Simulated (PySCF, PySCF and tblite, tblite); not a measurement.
**C₄H₆BF₂+: a path driven as rotation about a bond, and NMR exchange**

Aim: the barrier and rate of rotation about a bond in C₄H₆BF₂+ (`C=C([CH+]C)B(F)F`), and what it does to NMR lines.

Programs: PySCF 2.14.0 with density-fitted response routines of our own, and tblite 0.8.0. All values are computed, except where a source is named. Atoms count from 0 throughout.

### 1 The starting structure

13 atoms, charge 1, multiplicity 1; geometry from: force field or distance geometry start.

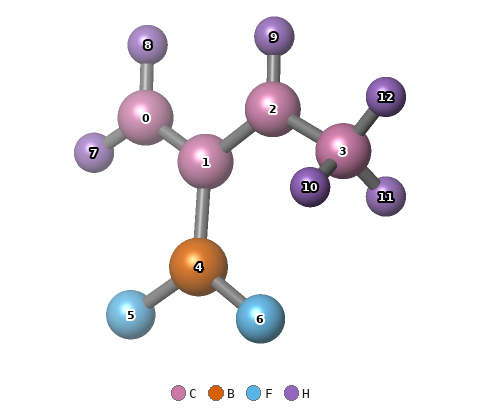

The starting geometry (carbon pink, boron orange, fluorine blue, hydrogen purple), atoms numbered.

### 2 GFN2-xTB relaxation, start minimum

What the job is given:

```
{"job": {"xc": "GFN2-xTB", "basis": "xTB", "kind": "relax"}, "charge": 1, "multiplicity": 1}
C      1.332400    -1.532800     0.009000
C      0.598700    -0.401300    -0.061500
C     -0.834600    -0.471300     0.267100
C     -1.755600     0.725500     0.222000
B      1.324600     0.940900    -0.451200
F      2.735900     0.945600    -0.759000
F      0.603700     2.193600    -0.547000
H      2.390800    -1.534600    -0.206700
H      0.870700    -2.475700     0.285700
H     -1.286200    -1.422400     0.540700
H     -1.413600     1.479100     0.957600
H     -1.781900     1.146200    -0.790100
H     -2.789300     0.407700     0.515700
```

On the command line:

```
> OMP_NUM_THREADS=1 python ens_run.py task.json out
```

One launch serves the whole session.

The program printed:

```text
step      E/eV     max force
  0    -594.46879    4.277
  1    -595.16193    2.511
  2    -595.30518    2.692
  3    -595.38285    0.783
  4    -595.41593    0.429
  5    -595.44008    0.308
  6    -595.44512    0.221
  7    -595.45308    0.210
  8    -595.45640    0.154
  9    -595.45821    0.094
 10    -595.45874    0.070
 11    -595.45921    0.076
 12    -595.45966    0.072
 13    -595.46005    0.050
 14    -595.46036    0.044
 15    -595.46068    0.051
 16    -595.46101    0.063
 17    -595.46123    0.052
 18    -595.46134    0.033
 19    -595.46142    0.029
 20    -595.46152    0.035
 21    -595.46164    0.036
 22    -595.46172    0.024
 23    -595.46177    0.016
 24    -595.46181    0.023
 25    -595.46187    0.029
 26    -595.46193    0.025
 27    -595.46197    0.016
 28    -595.46199    0.012
 29    -595.46200    0.010
 30    -595.46201    0.011
 31    -595.46202    0.006
 32    -595.46202    0.003
```

Wall time 0.15 s (1 thread of Arm Neoverse V1, shared host).

Relaxing gained 0.993 eV and moved the atoms by 0.08 Å on average (rms).

### 3 Relaxed scan, rotation

What the job is given:

```
{"job": {"xc": "GFN2-xTB", "basis": "xTB", "coordinate": [["t", [0, 1, 2, 3], 0.25], ["t", [0, 1, 2, 9], 0.25], ["t", [4, 1, 2, 3], 0.25], ["t", [4, 1, 2, 9], 0.25]], "kind": "drive"}, "charge": 1, "multiplicity": 1}
C      1.287339    -1.533069     0.019747
C      0.563998    -0.374980    -0.048452
C     -0.818650    -0.441494     0.254673
C     -1.728645     0.658086     0.237114
B      1.300776     0.984808    -0.462114
F      2.568839     0.993768    -0.730734
F      0.651643     2.115315    -0.540539
H      2.345805    -1.538715    -0.201546
H      0.838775    -2.479083     0.293884
H     -1.205330    -1.423284     0.522283
H     -1.360063     1.479188     0.872065
H     -1.701626     1.169221    -0.738290
H     -2.747249     0.390725     0.504181
```

The program printed:

```text
point  coordinate     E/eV
  0    104.800     -595.45302
  1    119.700     -595.42902
  2    134.600     -595.39239
  3    149.500     -595.34532
  4    164.500     -595.29277
  5    179.800     -595.25364
  6    195.500     -595.28867
  7    210.600     -595.35813
  8    225.400     -595.41743
  9    240.000     -595.43996
 10    254.600     -595.41366
 11    270.000     -595.37724
```

Run time: 2.5 s. Hardware: 1 thread of Arm Neoverse V1, shared host.

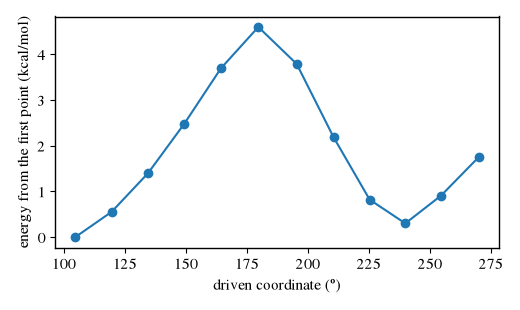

Energy along the scan.

### 4 Nudged elastic band, leg 1

Changed since step 3:

```diff
@@ -1,2 +1,2 @@
-{"job": {"xc": "GFN2-xTB", "basis": "xTB", "coordinate": [["t", [0, 1, 2, 3], 0.25], ["t", [0, 1, 2, 9], 0.25], ["t", [4, 1, 2, 3], 0.25], ["t", [4, 1, 2, 9], 0.25]], "kind": "drive"}, "charge": 1, "multiplicity": 1}
+{"job": {"xc": "GFN2-xTB", "basis": "xTB", "kind": "neb"}, "charge": 1, "multiplicity": 1}
 C      1.287339    -1.533069     0.019747
```

The program printed:

```text
image   E - E0 / eV
  0       0.0000
  1       0.0396
  2       0.1317
  3       0.2103
  4       0.1632
  5       0.0651
  6       0.0201
```

Wall time 1.4 s (1 thread of Arm Neoverse V1, shared host).

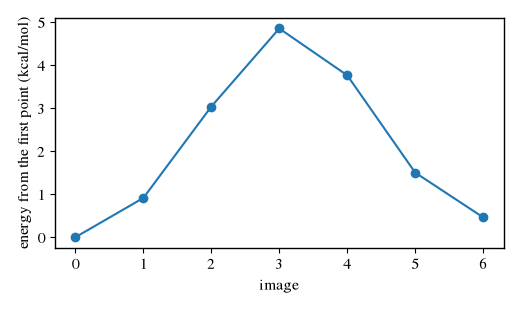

Energy along the band.

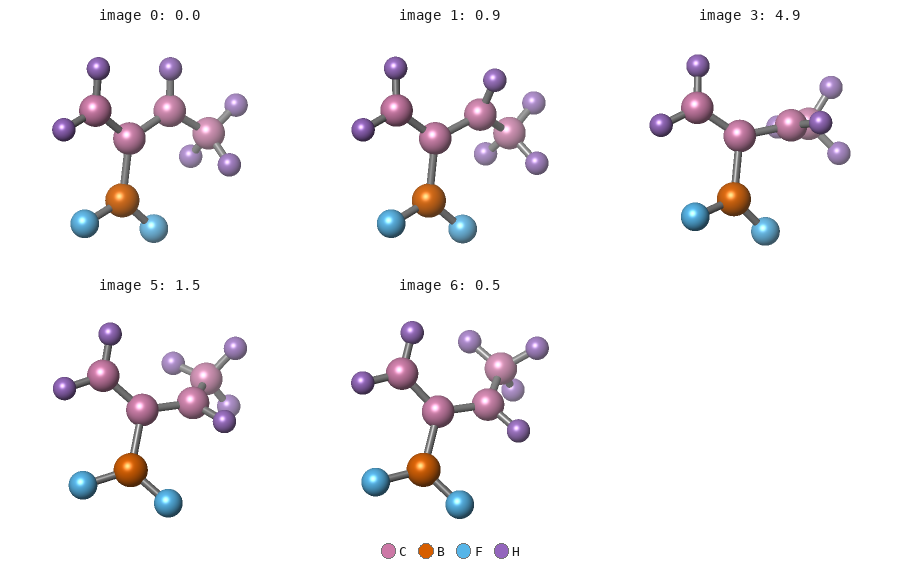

Images along the band, with energies in kcal/mol.

### 5 Saddle search, leg 1

What the job is given:

```
{"job": {"xc": "GFN2-xTB", "basis": "xTB", "kind": "saddle"}, "charge": 1, "multiplicity": 1}
C      1.091305    -1.519152    -0.451762
C      0.577271    -0.406282     0.060602
C     -0.638769    -0.051539     0.674235
C     -1.797873     0.434061    -0.015202
B      1.502205     0.940170    -0.042241
F      2.766631     0.792912    -0.243003
F      0.992063     2.130355     0.017056
H      2.074544    -1.547949    -0.889558
H      0.533747    -2.443090    -0.437278
H     -0.655100    -0.030388     1.763734
H     -2.059609     1.446076     0.323950
H     -1.721343     0.399398    -1.099223
H     -2.665072    -0.144572     0.338691
```

The program printed:

```text
step      E/eV     max force
  0    -595.25167   0.0342
  1    -595.25400   0.1879
  2    -595.25270   0.0509
  3    -595.25394   0.0341
  4    -595.25496   0.1101
  5    -595.25430   0.0132
  6    -595.25504   0.0219
  7    -595.25555   0.0424
  8    -595.25591   0.0538
  9    -595.25613   0.0370
 10    -595.25618   0.0085
 11    -595.25619   0.0010
lowest wavenumbers (cm-1): -125.2 44.3 126.0 189.8 216.0 261.0
```

Run time: 2.6 s. Hardware: 1 thread of Arm Neoverse V1, shared host.

Point group C1; 1 imaginary mode, 125i cm⁻¹, carried by C3, H9, H11, C2. Steps downhill from it reached both ends.

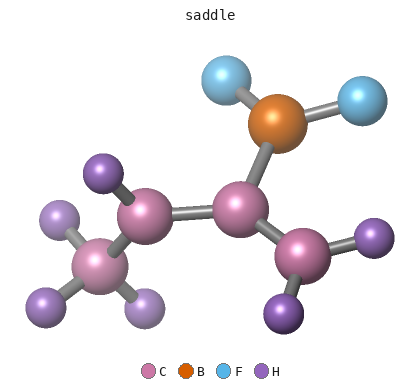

The saddle point.

### 6 Shieldings, start: PBE0/pcSseg-1 in chloroform

What the job is given:

```
{"job": {"kind": "nmr", "xc": "PBE0", "basis": "pcSseg-1", "solvent": "chloroform", "pop": false}, "charge": 1, "multiplicity": 1}
C      1.287339    -1.533069     0.019747
C      0.563998    -0.374980    -0.048452
C     -0.818650    -0.441494     0.254673
C     -1.728645     0.658086     0.237114
B      1.300776     0.984808    -0.462114
F      2.568839     0.993768    -0.730734
F      0.651643     2.115315    -0.540539
H      2.345805    -1.538715    -0.201546
H      0.838775    -2.479083     0.293884
H     -1.205330    -1.423284     0.522283
H     -1.360063     1.479188     0.872065
H     -1.701626     1.169221    -0.738290
H     -2.747249     0.390725     0.504181
```

The program printed:

```text
coarse grid: 11328 points
cycle   1  E = -379.8668693230  dE =  1.025e+00  |g| = 6.247e-01  |ddm| = 3.151e+00
cycle   2  E = -379.8186760392  dE =  4.819e-02  |g| = 8.709e-01  |ddm| = 8.633e-01
cycle   3  E = -379.9345873035  dE = -1.159e-01  |g| = 4.582e-02  |ddm| = 4.765e-01
cycle   4  E = -379.9347980731  dE = -2.108e-04  |g| = 3.244e-02  |ddm| = 5.000e-02
cycle   5  E = -379.9350456820  dE = -2.476e-04  |g| = 7.284e-03  |ddm| = 2.651e-02
cycle   6  E = -379.9350577501  dE = -1.207e-05  |g| = 2.436e-03  |ddm| = 6.905e-03
cycle   7  E = -379.9350591900  dE = -1.440e-06  |g| = 4.529e-04  |ddm| = 1.889e-03
final grid: 111480 points
cycle   8  E = -379.9858996456  dE = -6.999e-05  |g| = 5.765e-03  |ddm| = 2.729e-02
cycle   9  E = -379.9859014122  dE = -1.767e-06  |g| = 5.124e-03  |ddm| = 8.086e-03
cycle  10  E = -379.9859080434  dE = -6.631e-06  |g| = 2.906e-04  |ddm| = 3.816e-03
cycle  11  E = -379.9859080548  dE = -1.134e-08  |g| = 1.876e-04  |ddm| = 3.118e-04
cycle  12  E = -379.9859080627  dE = -7.903e-09  |g| = 5.615e-05  |ddm| = 1.629e-04
cycle  13  E = -379.9859080634  dE = -7.890e-10  |g| = 1.696e-05  |ddm| = 5.202e-05
converged SCF energy = -379.9859080634

GIAO shielding tensors (ppm)
atom      isotropic    diamagn.    paramagn.     s11        s22        s33       span
  0 C      -38.948     252.696    -291.644   -163.599   -110.033    156.786    320.385
  1 C       34.925     262.575    -227.651    -55.883     -9.284    169.940    225.823
  2 C      -91.093     256.161    -347.253   -239.792   -177.016    143.529    383.322
  3 C      144.456     252.332    -107.876    105.834    153.822    173.711     67.878
  4 B       79.634     194.952    -115.318     75.304     80.627     82.970      7.666
  5 F      251.803     466.397    -214.594     82.267    298.803    374.340    292.073
  6 F      244.592     469.421    -224.829     86.026    273.893    373.857    287.832
  7 H       21.527      28.146      -6.619     14.613     22.196     27.771     13.157
  8 H       22.007      28.745      -6.738     16.114     23.419     26.488     10.375
  9 H       20.424      31.059     -10.635     13.161     21.221     26.890     13.729
 10 H       26.960      28.371      -1.412     22.581     27.302     30.996      8.415
 11 H       26.963      28.348      -1.385     22.587     27.285     31.019      8.432
 12 H       27.323      26.929       0.394     23.701     26.167     32.101      8.399
```

Run time: 14 s. Hardware: 1 thread of Arm Neoverse V1, shared host; peak memory 0.75 GiB.

In short: HOMO -11.25 eV, LUMO -5.64 eV.

### 7 Shieldings, saddle of leg 1: PBE0/pcSseg-1 in chloroform

What the job is given:

```
{"job": {"kind": "nmr", "xc": "PBE0", "basis": "pcSseg-1", "solvent": "chloroform", "pop": false}, "charge": 1, "multiplicity": 1}
C      1.099390    -1.517847    -0.422625
C      0.577117    -0.392941     0.056936
C     -0.649393    -0.050568     0.660055
C     -1.807114     0.427456    -0.034777
B      1.510641     0.943961    -0.046684
F      2.727996     0.801957    -0.448159
F      1.057961     2.128410     0.223096
H      2.088146    -1.551554    -0.847954
H      0.544941    -2.443354    -0.392753
H     -0.678050    -0.037950     1.749768
H     -2.059217     1.445623     0.296417
H     -1.732094     0.383225    -1.118625
H     -2.680324    -0.136418     0.325306
```

The program printed:

```text
coarse grid: 11328 points
cycle   1  E = -379.8260286753  dE =  1.110e+00  |g| = 6.659e-01  |ddm| = 3.193e+00
cycle   2  E = -379.7424751172  dE =  8.355e-02  |g| = 9.833e-01  |ddm| = 1.026e+00
cycle   3  E = -379.9081791975  dE = -1.657e-01  |g| = 7.376e-02  |ddm| = 5.924e-01
cycle   4  E = -379.9090455102  dE = -8.663e-04  |g| = 4.298e-02  |ddm| = 8.232e-02
cycle   5  E = -379.9094666432  dE = -4.211e-04  |g| = 8.887e-03  |ddm| = 3.370e-02
cycle   6  E = -379.9094844598  dE = -1.782e-05  |g| = 1.911e-03  |ddm| = 8.135e-03
cycle   7  E = -379.9094852840  dE = -8.243e-07  |g| = 5.177e-04  |ddm| = 1.551e-03
final grid: 111480 points
cycle   8  E = -379.9602383637  dE = -6.917e-05  |g| = 5.608e-03  |ddm| = 2.464e-02
cycle   9  E = -379.9602395828  dE = -1.219e-06  |g| = 5.191e-03  |ddm| = 8.149e-03
cycle  10  E = -379.9602464809  dE = -6.898e-06  |g| = 5.755e-04  |ddm| = 3.951e-03
cycle  11  E = -379.9602465317  dE = -5.087e-08  |g| = 2.307e-04  |ddm| = 4.956e-04
cycle  12  E = -379.9602465403  dE = -8.608e-09  |g| = 5.846e-05  |ddm| = 1.584e-04
cycle  13  E = -379.9602465410  dE = -6.980e-10  |g| = 1.748e-05  |ddm| = 4.960e-05
converged SCF energy = -379.9602465410

GIAO shielding tensors (ppm)
atom      isotropic    diamagn.    paramagn.     s11        s22        s33       span
  0 C       46.949     250.498    -203.549    -44.917     14.224    171.539    216.456
  1 C       22.075     270.734    -248.659    -45.630     35.264     76.592    122.222
  2 C     -149.066     258.187    -407.253   -350.401   -247.870    151.072    501.473
  3 C      128.921     253.961    -125.040     75.207    143.804    167.752     92.545
  4 B       85.029     194.493    -109.464     75.882     83.383     95.822     19.940
  5 F      255.032     465.674    -210.642    110.879    316.923    337.294    226.416
  6 F      242.677     468.674    -225.997     95.644    283.471    348.917    253.273
  7 H       24.579      28.649      -4.070     22.233     23.782     27.722      5.489
  8 H       24.749      29.355      -4.606     22.650     24.203     27.393      4.743
  9 H       18.228      29.367     -11.139      6.983     22.188     25.513     18.530
 10 H       26.458      26.417       0.041     23.700     24.949     30.726      7.026
 11 H       27.221      30.216      -2.995     24.975     27.527     29.162      4.186
 12 H       26.706      25.712       0.993     23.341     24.886     31.890      8.549
```

Wall time 14 s (1 thread of Arm Neoverse V1, shared host); peak memory 0.82 GiB.

Key values: HOMO -10.21 eV, LUMO -5.58 eV.

### 8 Shieldings, end: PBE0/pcSseg-1 in chloroform

What the job is given:

```
{"job": {"kind": "nmr", "xc": "PBE0", "basis": "pcSseg-1", "solvent": "chloroform", "pop": false}, "charge": 1, "multiplicity": 1}
C      0.845396    -1.248176    -0.658196
C      0.608584    -0.090495     0.010237
C     -0.628847     0.308996     0.537994
C     -1.904720     0.042485    -0.059169
B      1.860417     0.896946     0.275795
F      2.955010     0.753726    -0.398918
F      1.778110     1.839155     1.163796
H      1.795277    -1.425484    -1.140578
H      0.148472    -2.074927    -0.633647
H     -0.609713     0.944468     1.420285
H     -2.371145     0.986383    -0.378301
H     -1.871200    -0.642410    -0.903346
H     -2.604928    -0.287639     0.720279
```

The program printed:

```text
coarse grid: 11328 points
cycle   1  E = -379.8615895119  dE =  1.048e+00  |g| = 6.239e-01  |ddm| = 3.174e+00
cycle   2  E = -379.8096901651  dE =  5.190e-02  |g| = 8.794e-01  |ddm| = 8.529e-01
cycle   3  E = -379.9291099757  dE = -1.194e-01  |g| = 5.106e-02  |ddm| = 4.694e-01
cycle   4  E = -379.9293657538  dE = -2.558e-04  |g| = 3.784e-02  |ddm| = 6.128e-02
cycle   5  E = -379.9297198441  dE = -3.541e-04  |g| = 7.983e-03  |ddm| = 3.100e-02
cycle   6  E = -379.9297341739  dE = -1.433e-05  |g| = 2.250e-03  |ddm| = 7.321e-03
cycle   7  E = -379.9297353404  dE = -1.166e-06  |g| = 4.618e-04  |ddm| = 1.733e-03
final grid: 111480 points
cycle   8  E = -379.9799099071  dE = -7.112e-05  |g| = 5.748e-03  |ddm| = 2.635e-02
cycle   9  E = -379.9799113217  dE = -1.415e-06  |g| = 5.255e-03  |ddm| = 8.511e-03
cycle  10  E = -379.9799185379  dE = -7.216e-06  |g| = 4.553e-04  |ddm| = 4.117e-03
cycle  11  E = -379.9799185728  dE = -3.488e-08  |g| = 2.061e-04  |ddm| = 4.492e-04
cycle  12  E = -379.9799185809  dE = -8.103e-09  |g| = 6.295e-05  |ddm| = 1.721e-04
cycle  13  E = -379.9799185819  dE = -9.612e-10  |g| = 1.784e-05  |ddm| = 5.823e-05
converged SCF energy = -379.9799185819

GIAO shielding tensors (ppm)
atom      isotropic    diamagn.    paramagn.     s11        s22        s33       span
  0 C      -18.402     253.874    -272.276   -137.605    -89.280    171.678    309.283
  1 C       28.896     264.908    -236.012    -55.370      2.521    139.536    194.906
  2 C      -90.734     257.892    -348.626   -258.004   -172.008    157.810    415.814
  3 C      139.590     252.628    -113.037     98.574    141.228    178.969     80.396
  4 B       80.877     194.830    -113.953     75.777     80.722     86.133     10.356
  5 F      258.373     466.070    -207.698     96.948    303.052    375.119    278.171
  6 F      255.768     467.840    -212.072     91.559    300.254    375.491    283.932
  7 H       22.341      28.566      -6.225     16.923     22.845     27.256     10.333
  8 H       22.116      29.789      -7.673     16.168     23.692     26.487     10.319
  9 H       20.026      30.723     -10.697     10.959     21.096     28.024     17.065
 10 H       27.009      26.365       0.644     24.160     24.844     32.023      7.862
 11 H       27.727      30.431      -2.705     24.460     27.879     30.841      6.381
 12 H       27.345      26.190       1.154     23.853     25.358     32.822      8.969
```

It took 14 s on 1 thread of Arm Neoverse V1, shared host; peak memory 0.82 GiB.

In short: HOMO -10.96 eV, LUMO -5.67 eV.

### 9 Kinetics and line shapes

What the job is given:

```
{"job": {"smiles": "C=C([CH+]C)B(F)F", "charge": 1, "mult": 1, "motion": "rotation", "what": "allyl or dienyl ion", "atoms": [1, 2], "drives": [{"terms": [["t", [0, 1, 2, 3], 0.25], ["t", [0, 1, 2, 9], 0.25], ["t", [4, 1, 2, 3], 0.25], ["t", [4, 1, 2, 9], 0.25]], "by": 180, "n": 12}], "study": "path", "level": {"kind": "nmr", "xc": "PBE0", "basis": "pcSseg-1", "solvent": "chloroform"}, "fields": [270, 300, 800], "first": 0, "seed": 665, "kind": "path"}, "charge": 1, "multiplicity": 1}
C      1.287339    -1.533069     0.019747
C      0.563998    -0.374980    -0.048452
C     -0.818650    -0.441494     0.254673
C     -1.728645     0.658086     0.237114
B      1.300776     0.984808    -0.462114
F      2.568839     0.993768    -0.730734
F      0.651643     2.115315    -0.540539
H      2.345805    -1.538715    -0.201546
H      0.838775    -2.479083     0.293884
H     -1.205330    -1.423284     0.522283
H     -1.360063     1.479188     0.872065
H     -1.701626     1.169221    -0.738290
H     -2.747249     0.390725     0.504181
```

The program printed:

```text
stationary points (kcal/mol above the start)
  n  kind          group   xTB      DFT    lowest mode
  0  minimum      Cs       0.00     0.00      38.4
  1  saddle       C1       4.75    16.14    -125.2
  2  minimum      C1       0.46     3.84      47.2

GFN2-xTB energies: T/K, barrier G, reaction G (kcal/mol), k forward, k back (1/s)
 150.00     4.97     0.85   3.58e+05   3.07e+06
 200.00     5.08     0.87   2.37e+07   1.05e+08
 250.00     5.19     0.88   3.02e+08   8.85e+08
 298.15     5.31     0.89   1.59e+09   3.55e+09
 350.00     5.45     0.89   5.77e+09   1.04e+10
 400.00     5.59     0.90   1.47e+10   2.27e+10
 500.00     5.89     0.89   5.57e+10   6.83e+10

PBE0/pcSseg-1 + D3(BJ), IEF-PCM chloroform energies: T/K, barrier G, reaction G (kcal/mol), k forward, k back (1/s)
 150.00    16.36     4.22   9.03e-12   6.43e-06
 200.00    16.47     4.24   8.44e-06      0.182
 250.00    16.58     4.25     0.0332       86.9
 298.15    16.70     4.26       7.08   4.72e+03
 350.00    16.84     4.27        444   1.03e+05
 400.00    16.98     4.27   8.78e+03   9.47e+05
 500.00    17.28     4.27   5.84e+05   2.14e+07
```

Run time: 52 s. Hardware: 1 thread of Arm Neoverse V1, shared host; peak memory 0.82 GiB. This counts the whole study up to here.

Barriers by level (kcal/mol; entropies in cal/(mol K)). Zero-point and thermal terms come from xTB in every row. ΔG‡ leaves symmetry out; the rate counts equivalent paths (a factor of 2); effective ΔG‡, where given, is the barrier that would give that rate by Eyring's equation alone:

```csv
level,ΔE‡,with zero-point,ΔH‡,ΔS‡,ΔG‡ (298 K),ΔE of reaction,k at 298 K (1/s),effective ΔG‡
GFN2-xTB,4.75,4.76,4.25,-3.6,5.31,0.46,1.6e+09,4.90
"PBE0/pcSseg-1 + D3(BJ), IEF-PCM chloroform",16.14,16.15,15.65,-3.6,16.70,3.84,7.1,16.29
```

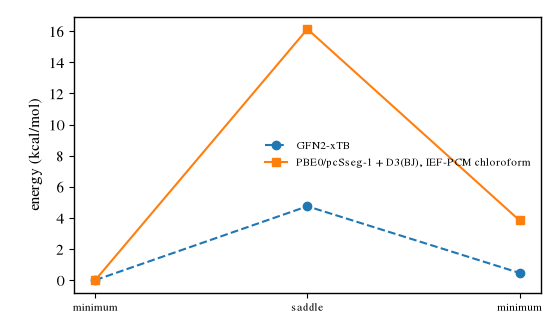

The xTB stationary points, at both levels.

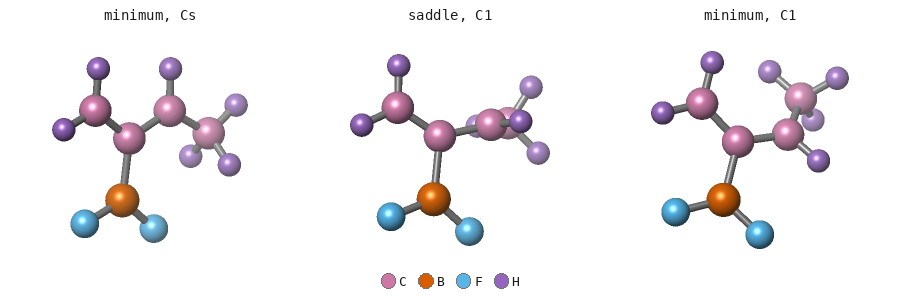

The stationary points in order.

Sites that the driver pairs across this motion, and where their lines would merge (no couplings; faster rotations or exchange between molecules can average them sooner):

```csv
nucleus,sites: shielding (ppm),proton frequency (MHz),spread (Hz),coalescence (K),lines at 298 K
19F,F6: 244.6; F6 (end): 255.8,800,8416,not given,–
19F,F5: 251.8; F5 (end): 258.4,800,4947,not given,–
13C,C0: -38.9; C0 (end): -18.4,800,4134,not given,–
13C,C1: 34.9; C1 (end): 28.9,800,1213,not given,–
13C,C3: 144.5; C3 (end): 139.6,800,979,not given,–
1H,H7: 21.53; H7 (end): 22.34,800,652,not given,–
11B,B4: 79.6; B4 (end): 80.9,800,319,not given,–
1H,H9: 20.42; H9 (end): 20.03,800,318,not given,–
```

A dash: the driver gave no coalescence for this row (it judged the minor form too scarce).

Rows that set an atom against itself at the end compare its shielding in the two forms.

### 10 Summary of results

```
                                            quantity                               value
barrier (PBE0/pcSseg-1 + D3(BJ), IEF-PCM chloroform)  ΔE‡ 16.1, ΔG‡(298 K) 16.7 kcal/mol
                                  barrier (GFN2-xTB)                    ΔE‡ 4.8 kcal/mol
                                       rate at 298 K                             7.1 s⁻¹
                                     end of the path         3.8 kcal/mol from the start
```

In words: DFT puts the top 16.1 kcal/mol above the start (xTB: 4.8); the rate from the DFT barrier is 7.1 s⁻¹ at 298 K. An error of 1.4 kcal/mol changes that rate tenfold.
